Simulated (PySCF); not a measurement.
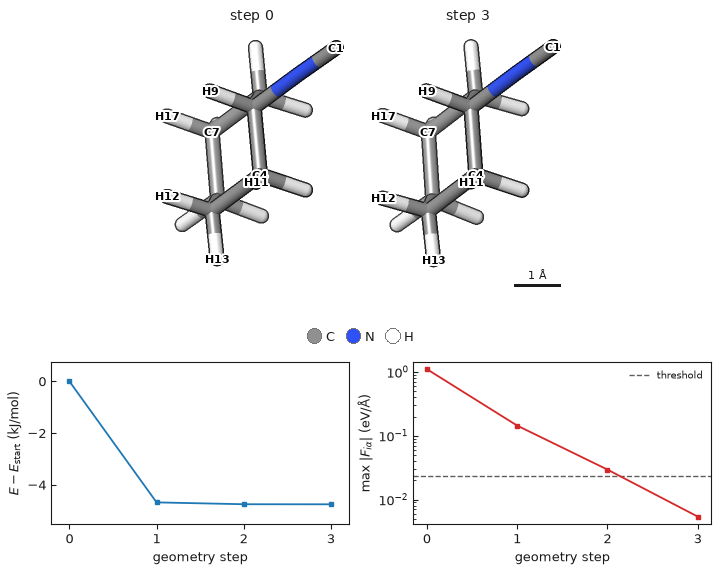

First and last geometry of a relaxation of C7H11N, with the history of the run. A stick model, seen from a free direction.

The start comes from GFN2-xTB.

The calculation used PySCF, PBE0-D3(BJ)/def2-SVP geometry optimisation, gas phase. 

> Read the history and describe the run.

It converged. After 3 geometry steps the energy has fallen by 4.75 kJ/mol. The largest force component goes from 1.1 to 0.0054 eV/Å. The atom that moves furthest after the best rigid fit is an H atom (0.043 Å). Largest moves by element: H 0.043 Å, C 0.036 Å, N 0.026 Å. Near-neighbour distances that change, for instance: C–N 1.403 → 1.418 Å, C–H 1.092 → 1.105 Å, C–N 1.163 → 1.173 Å. The run took of the order of 40 core-seconds on a shared host.
